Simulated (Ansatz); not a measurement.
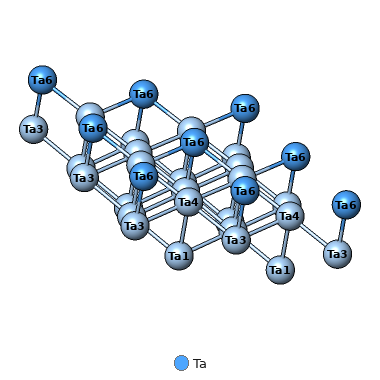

The system is K on a Ta(111) slab cut from the Im-3m phase, its upper half relaxed before the scan (6 atoms of substrate and one adsorbate in a 1 × 1 cell); the picture shows it without the atoms that are moved over the map. K is moved over the surface cell; relaxed at each place: the height of the adsorbate's atoms; substrate rigid; the origin of the map has the adsorbate above Ta6. Places are given modulo a cell vector. The map is drawn in real space over the plane of the surface. The scan uses a 9 × 9 grid; 19 points were computed and 62 follow by symmetry. Energies are in eV, from the lowest grid point. With one adsorbate in each 1 × 1 cell, its nearest image is 4.6 Å away, so neighbouring adsorbates interact. All numbers below come from Ansatz, DFT PBEsol, scalar-relativistic, plane waves, PAW. Settings: cutoff 420 eV, k-mesh 6×6×1, gaussian smearing 0.1 eV, no spin polarisation.

Range: position of K7 along the first surface vector from 0.000 to 0.889; position of K7 along the second surface vector from 0.000 to 0.889.

Q: What landscape does the calculation give?

A: The lowest grid point is at a threefold hollow over a third-layer Ta atom, (6/9, 3/9) of the cell vectors. There is a further well near a threefold hollow over a second-layer Ta atom, (3/9, 6/9) of the cell vectors (0.230 eV above the lowest at that grid point). The highest grid point, the top site over a surface Ta atom, (0/9, 0/9) of the cell vectors, lies 0.668 eV above the lowest. On the interpolated surface the easiest way out of the lowest well to the well at a threefold hollow over a second-layer Ta atom, (3/9, 6/9) of the cell vectors passes a barrier of about 0.25 eV. At the lowest point the adsorbate has 3 Ta at 3.53 Å as nearest neighbours, at the highest 1 Ta at 3.50 Å. Its relaxed height above the top atom is 2.29 Å at the lowest and 3.50 Å at the highest point.

| second ↓, first → | 0/9 | 1/9 | 2/9 | 3/9 | 4/9 | 5/9 | 6/9 | 7/9 | 8/9 |
| --- | --- | --- | --- | --- | --- | --- | --- | --- | --- |
| 8/9 | 0.640 | 0.582 | 0.464 | 0.319 | 0.249 | 0.319 | 0.464 | 0.582 | 0.640 |
| 7/9 | 0.549 | 0.464 | 0.344 | 0.254 | 0.254 | 0.344 | 0.464 | 0.549 | 0.579 |
| 6/9 | 0.395 | 0.319 | 0.254 | 0.230 | 0.254 | 0.319 | 0.395 | 0.444 | 0.444 |
| 5/9 | 0.248 | 0.249 | 0.254 | 0.254 | 0.249 | 0.248 | 0.256 | 0.262 | 0.256 |
| 4/9 | 0.248 | 0.319 | 0.344 | 0.319 | 0.248 | 0.154 | 0.085 | 0.085 | 0.154 |
| 3/9 | 0.395 | 0.464 | 0.464 | 0.395 | 0.256 | 0.085 | 0.000 | 0.085 | 0.256 |
| 2/9 | 0.549 | 0.582 | 0.549 | 0.444 | 0.262 | 0.085 | 0.085 | 0.262 | 0.444 |
| 1/9 | 0.640 | 0.640 | 0.579 | 0.444 | 0.256 | 0.154 | 0.256 | 0.444 | 0.579 |
| 0/9 | 0.668 | 0.640 | 0.549 | 0.395 | 0.248 | 0.248 | 0.395 | 0.549 | 0.640 |

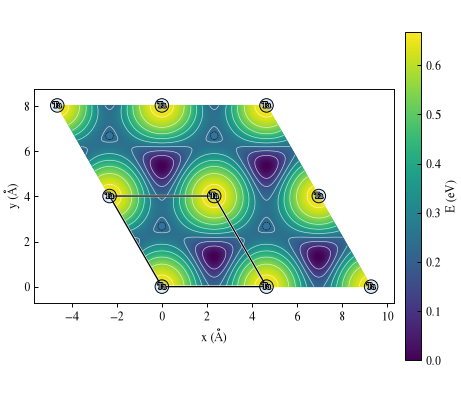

Drawn: a smooth colour map with a few white contour lines, labelled circles for the atoms of the top layer and small ones for the second layer, the outline of one cell of the 2 × 2 shown. Between grid points the surface is interpolated.

The whole map (19 points run) took 47 min on 1 thread of Arm Neoverse V1, with other jobs on the host.

PAW datasets: the set soft_1.
